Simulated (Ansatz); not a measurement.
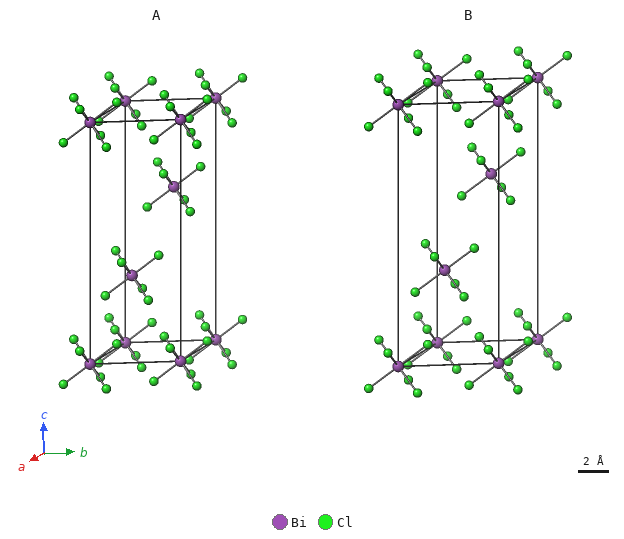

Two geometries of crystalline BiCl$_{6}$ (a generated structure, set up in R-3) (coarse preliminary run), drawn at one scale. One is the start of a relaxation, the other its converged end. A ball-and-stick model of the conventional cell (3 times the calculation's cell), seen slightly off an axis. Lengths and directions refer to the drawn axes.

These are results of Ansatz 0.2.0, DFT PBE, scalar-relativistic, plane waves, PAW, not measurements. (plane-wave cutoff 420 eV; k-point mesh 3 × 3 × 3; occupations gaussian; smearing width 0.1 eV; no spin polarisation; cell and atoms relaxed; force threshold 0.04 eV/Å; at most 70 steps)

Which of the two is the end point?

Structure B is the relaxed one. The energy falls by 312 meV per atom in 6 accepted moves (7 points after the start). Largest force component: 2.9 eV/Å at the start, 0.03 eV/Å at the end. The pressure goes from 14.76 to −0.07 GPa. The SCF was repeated once at an unchanged geometry on a basis and grid sized afresh for the cell, which shifted the energy by 2.0 meV per atom at most. The largest moves relative to the cell, 0.10 Å, are those of Cl atoms. Bi stays in place. Cell: a = b 6.231 → 6.914 Å (+11.0 %), c 17.073 → 18.499 Å (+8.4 %). Volume +33.4 %. Some distances before and after: Bi–Cl 2.290 → 2.516 Å. The space group stays R-3 (No. 148). Cost: 23 s on 1 thread of Intel(R) Xeon(R) CPU @ 2.80GHz (Skylake/Cascade Lake) (shared host), peak memory 0.54 GiB.

Limits of the set-up: an odd number of electrons was run without spin polarisation, which fails if the electron would localise.
